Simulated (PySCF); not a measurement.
**C₄H₂F₃O₂ (charge −1): density, localisation and related maps**

Input file:

```
{"job": {"kind": "nmr", "xc": "PBE0", "basis": "pcSseg-1", "pop": false}, "charge": -1, "multiplicity": 1}
C      0.410000    -1.285400    -0.640500
C      0.159600    -0.138700    -0.033500
C      1.298700     0.630000     0.804400
O      0.934700     1.685800     1.310800
O      2.376800     0.041800     0.814400
C     -1.185100     0.493200    -0.097000
F     -2.095500    -0.228700    -0.834500
F     -1.196600     1.706600    -0.676600
F     -1.784100     0.633100     1.099300
H      1.404400    -1.692400    -0.557100
H     -0.317500    -1.842700    -1.215700
```

Launched as:

```sh
OMP_NUM_THREADS=1 python probes_run.py task.json out
```

Geometry: GFN2-xTB, NEB image 0 of 0 to 8.

Theory: PBE0/pcSseg-1, SCF density, gas phase, non-relativistic (PySCF 2.14.0).

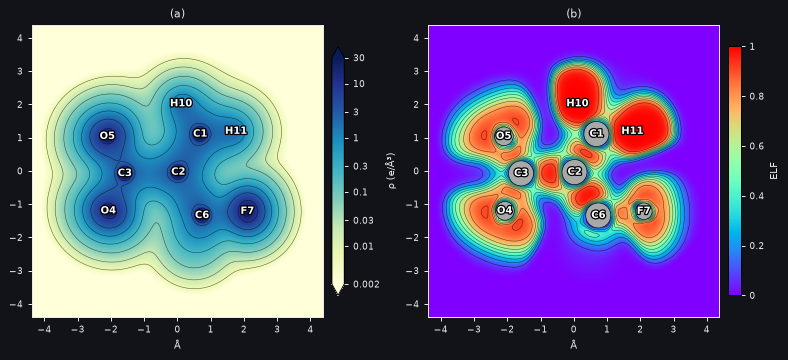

Figure 1. (a) electron density; (b) ELF on the plane of atoms C2, C3 and O5. Grey discs cover the atomic cores in the ELF map.

### Interpret the plot.

- The plane passes through C, O, F and H nuclei.
- C–O (1.23 Å): ρ is about 3.2 e/Å³ halfway; the ELF peaks at about 0.85 between the atoms: a short, multiple covalent bond.
- C–C (1.32 Å): ρ at the midpoint is about 2.3 e/Å³; the ELF peaks at about 0.90 between the atoms; a multiple bond.
- C–H (1.08 Å): ρ at the midpoint is about 2.1 e/Å³; the ELF climbs to about 1 towards the hydrogen, as it does in any bond to H (a covalent bond by its length).
- C–C (1.49 Å): ρ at the midpoint is about 1.9 e/Å³; the ELF peaks at about 1 between the atoms, as expected for localised, covalent bonding.
- The ELF also peaks beside F7, O4 and O5, away from the bonds: lone-pair regions.

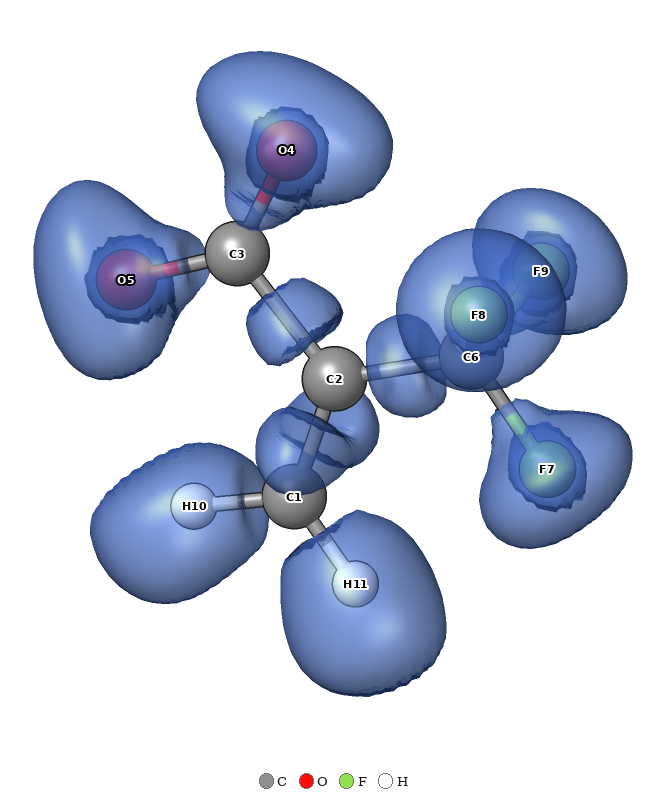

Figure 2. Isosurface of the ELF at 0.75 (blue), seen at a tilt. Core shells and regions of very low density are left out.

### Where are the electrons localised?

At this value the surface marks out three regions between bonded C–C atoms (shared pairs), two regions around hydrogen nuclei, three regions on F in which the atom's valence shell and bonds are merged and two regions on O in which the atom's valence shell and bonds are merged.
